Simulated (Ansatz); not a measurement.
# AlSiH (singlet): inputs that go wrong at scale of all distances = 1.121

3 inputs are run for AlSiH (singlet) as typed; the log has to tell whether the result can be used and what must change.

Computed with Ansatz 0.2.0, Gaussian basis. Level: the settings change from run to run.

19 further runs of the same task are left out: 2 for a known fault of the program, 14 that didn't finish, 3 set aside as unsound or not needed.

### Step 1. The system

The geometry derives from a PBE0/def2-TZVP stationary point (not a proven minimum). All distances are scaled together.

3 atoms, charge 0, spin multiplicity 1.

Atoms are counted from 1 here; the program's logs count them from 0.

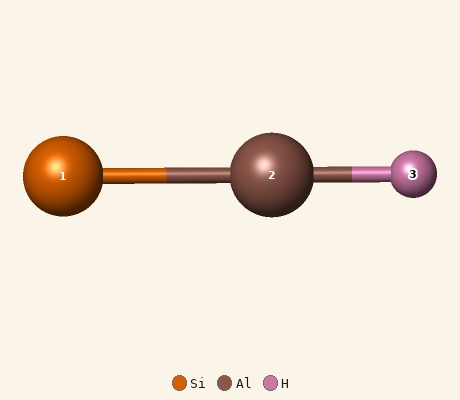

The geometry (silicon orange, aluminium brown, hydrogen pink); atoms are numbered from 1 in the order of the file.

Geometry (Å):

```
Si    0.00000    0.00000    2.35500
Al    0.00000    0.00000   -0.28361
H     0.00000    0.00000   -2.07139
```

### Step 2. Input 1

Contents of in.yaml:

```yaml
crystal:
  periodic: [false, false, false]
  atoms:
    - {symbol: Si, position_ang: [0.000000, 0.000000, 4.450247]}
    - {symbol: Al, position_ang: [0.000000, 0.000000, -0.535942]}
    - {symbol: H, position_ang: [0.000000, 0.000000, -3.914306]}
basis:
  gaussian: {orbitals: STO-3G}
correlation: {active_space: {window: {electrons: 2, orbitals: 2}, fixed_orbitals: true}}
accuracy: high
scf: {lower_state_search: full}
```

On the command line:

```console
ansatz run in.yaml --threads 1 --pin off --events-out ev --progress --plain --max-ram 2393MiB
```

The program printed:

```text
Functional definition: HF
  name "HF"
  cite "Fock, Z. Phys. 61, 126 (1930) doi:10.1007/BF01340294"
  parent pbe
  exchange = exact_x
  correlation = 0
279 factors; integrals over basis functions are off by at most 9.3e-9 eV
mean field evaluation 1: about -14274.5359 eV, gradient 7.2e0 eV
mean field evaluation 2: about -14274.5391 eV, gradient 7.2e0 eV
mean field evaluation 4: about -14275.9197 eV, gradient 9.7e-1 eV
mean field evaluation 8: about -14275.9308 eV, gradient 5.2e-6 eV
mean field evaluation 16: about -14275.9975 eV, gradient 3.3e-2 eV
mean field evaluation 32: about -14275.9652 eV, gradient 2.0e-1 eV
mean field -14276.00078459 eV, -524.6333522129 hartree, gradient 3.0e-8 eV, S^2 0.000000; 7 other end points of the search recorded, 0 dependent functions left out
reference -14276.00078459 eV, -524.6333522129 hartree; 14, 14 occupied and 5, 5 virtual orbitals, 279 factors
state -14278.21301534 eV, -524.7146501932 hartree
Total energy: -14278.21301534 eV, -524.7146501932 hartree
```

It took 0.12 s on 1 thread of Arm Neoverse V2, shared host.

Diagnosis: The run converged, which proves nothing about the input. The coordinates are scaled by the bohr-ångström factor. The shortest distance is 3.38 Å, against 1.79 Å in the geometry of step 1. Its energy belongs to another geometry. To mend it, restore the coordinates in ångström.

### Step 3. Input 2

Contents of in.yaml:

```yaml
crystal:
  periodic: [false, false, false]
  atoms:
    - {symbol: Si, position_ang: [0.000000, 0.000000, 2.355002]}
    - {symbol: Al, position_ang: [0.000000, 0.000000, -0.283612]}
    - {symbol: H, position_ang: [0.000000, 0.000000, -2.071390]}
basis:
  gaussian: {orbitals: cc-pVTZ, fitting: {mean_field: def2-universal-jkfit}}
correlation: {active_space: {window: {electrons: 2, orbitals: 2}, places: [1, 2]}}
scf: {lower_state_search: full}
```

The command is unchanged.

The program printed:

```text
Error: invalid value for `correlation.active_space`: name one of window, places and ras
```

Wall time 0.03 s (1 thread of Arm Neoverse V2, shared host).

What is wrong: The run was refused. The active space is defined twice. Fix: keep one definition.

### Step 4. Input 3

Contents of in.yaml:

```yaml
crystal:
  periodic: [false, false, false]
  atoms:
    - {symbol: Si, position_ang: [0.000000, 0.000000, 1.246267]}
    - {symbol: Al, position_ang: [0.000000, 0.000000, -0.150087]}
    - {symbol: H, position_ang: [0.000000, 0.000000, -1.096180]}
basis:
  gaussian: {orbitals: cc-pVDZ}
magnetization: {spin_polarized: true, initial_magnetization: 0}
correlation: {method: ccsdt_q_b, electrons: outside_noble_gas, diis_vectors: 4}
scf: {omitted_lower_state_checks: [cluster_reference]}
output: {forces: true}
```

The command is unchanged.

The program printed:

```text
Functional definition: HF
  name "HF"
  cite "Fock, Z. Phys. 61, 126 (1930) doi:10.1007/BF01340294"
  parent pbe
  exchange = exact_x
  correlation = 0
these checks for a lower state are left out or cut short: cluster_reference
735 factors; integrals over basis functions are off by at most 1.4e-7 eV
mean field evaluation 1: about -14433.9727 eV, gradient 7.2e0 eV
mean field evaluation 2: about -14433.9822 eV, gradient 7.2e0 eV
mean field evaluation 4: about -14434.6630 eV, gradient 6.3e-1 eV
mean field evaluation 8: about -14434.6731 eV, gradient 8.0e-4 eV
mean field evaluation 16: about -14434.9063 eV, gradient 9.9e-3 eV
mean field evaluation 32: about -14434.6731 eV, gradient 2.8e-6 eV
mean field evaluation 64: about -14434.6344 eV, gradient 1.3e-1 eV
mean field -14434.90628939 eV, -530.4730218042 hartree, gradient 1.4e-6 eV, S^2 0.668791; 10 other end points of the search recorded, 0 dependent functions left out
10 core orbitals not correlated: weight in the atoms' cores, before any rotation towards them, 0.999 or more for the frozen orbitals, at most 0.000 for the correlated occupied ones
reference -14434.90628939 eV, -530.4730218042 hartree; 4, 4 occupied and 27, 27 virtual orbitals, 735 factors
second order -3.17379886 eV of doubles, -0.00000000 eV of singles
cycle   1  -3.75871431 eV  change   -5.8e-1 eV  update   8.3e-2
cycle   2  -4.13344964 eV  change   -3.7e-1 eV  update   4.4e-2
cycle   3  -4.21832651 eV  change   -8.5e-2 eV  update   2.9e-2
cycle   4  -4.24585027 eV  change   -2.8e-2 eV  update   2.1e-2
cycle   5  -4.26408675 eV  change   -1.8e-2 eV  update   1.6e-2
cycle   6  -4.27064913 eV  change   -6.6e-3 eV  update   1.3e-2
cycle   7  -4.28426486 eV  change   -1.4e-2 eV  update   1.1e-2
cycle   8  -4.29872204 eV  change   -1.4e-2 eV  update   9.3e-3
cycle   9  -4.32533074 eV  change   -2.7e-2 eV  update   8.2e-3
cycle  10  -4.34553719 eV  change   -2.0e-2 eV  update   6.6e-3
cycle  11  -4.34844900 eV  change   -2.9e-3 eV  update   5.7e-3
cycle  12  -4.35930035 eV  change   -1.1e-2 eV  update   5.0e-3
cycle  13  -4.36571679 eV  change   -6.4e-3 eV  update   3.2e-3
cycle  14  -4.36589213 eV  change   -1.8e-4 eV  update   1.9e-3
cycle  15  -4.36619781 eV  change   -3.1e-4 eV  update   1.5e-3
cycle  16  -4.36816276 eV  change   -2.0e-3 eV  update   9.6e-4
cycle  17  -4.36818086 eV  change   -1.8e-5 eV  update   2.8e-4
cycle  18  -4.36787656 eV  change    3.0e-4 eV  update   1.4e-4
cycle  19  -4.36774015 eV  change    1.4e-4 eV  update   5.9e-5
cycle  20  -4.36766186 eV  change    7.8e-5 eV  update   3.0e-5
cycle  21  -4.36768104 eV  change   -1.9e-5 eV  update   1.7e-5
cycle  22  -4.36769796 eV  change   -1.7e-5 eV  update   1.2e-5
cycle  23  -4.36772170 eV  change   -2.4e-5 eV  update   9.4e-6
cycle  24  -4.36775041 eV  change   -2.9e-5 eV  update   7.4e-6
cycle  25  -4.36776052 eV  change   -1.0e-5 eV  update   4.3e-6
cycle  26  -4.36775954 eV  change    9.8e-7 eV  update   2.9e-6
cycle  27  -4.36775515 eV  change    4.4e-6 eV  update   1.8e-6
cycle  28  -4.36775444 eV  change    7.1e-7 eV  update   9.9e-7
cycle  29  -4.36775328 eV  change    1.2e-6 eV  update   6.5e-7
cycle  30  -4.36775311 eV  change    1.6e-7 eV  update   3.9e-7
cycle  31  -4.36775334 eV  change   -2.3e-7 eV  update   2.7e-7
cycle  32  -4.36775346 eV  change   -1.2e-7 eV  update   2.1e-7
cycle  33  -4.36775358 eV  change   -1.1e-7 eV  update   1.6e-7
perturbative correction -0.01344560 eV, -0.0004941167 hartree
the calculation of the forces begins
Total energy: -14439.28748857 eV, -530.6340279042 hartree
Atom 0 at     0.000000     0.000000     1.246267 Å, force     0.000000    -0.000000    49.662606 eV/Å
Atom 1 at     0.000000     0.000000    -0.150087 Å, force     0.000000     0.000000   -11.972392 eV/Å
Atom 2 at     0.000000     0.000000    -1.096180 Å, force    -0.000000     0.000000   -37.690214 eV/Å
Dipole moment:    -0.000000    -0.000000     0.182154 e Å
Checks for a lower state left out: cluster_reference
```

It took 53 s on 1 thread of Arm Neoverse V2, shared host; peak memory 0.68 GiB.

What is wrong: The run converged, which proves nothing about the input. The coordinates are scaled by the bohr-ångström factor. The shortest distance is 0.95 Å, against 1.79 Å in the geometry of step 1. Its energy belongs to another geometry. To mend it, restore the coordinates in ångström.

### Step 5. Summary

| input | level | ended | cause | time |
| --- | --- | --- | --- | --- |
| 1 | CASCI(2,2)/STO-3G | converged | the coordinates are scaled by the bohr-ångström factor | 0.12 s |
| 2 | CASSCF(2,2)/cc-pVTZ | refused | the active space is defined twice | 0.03 s |
| 3 | CCSDT(Q)/B on UHF/cc-pVDZ | converged | the coordinates are scaled by the bohr-ångström factor | 53 s |

2 converged, 1 refused. The input that converges on a wrong geometry or spin is the dangerous one: no error points at it, so geometry and ⟨S²⟩ have to be checked.
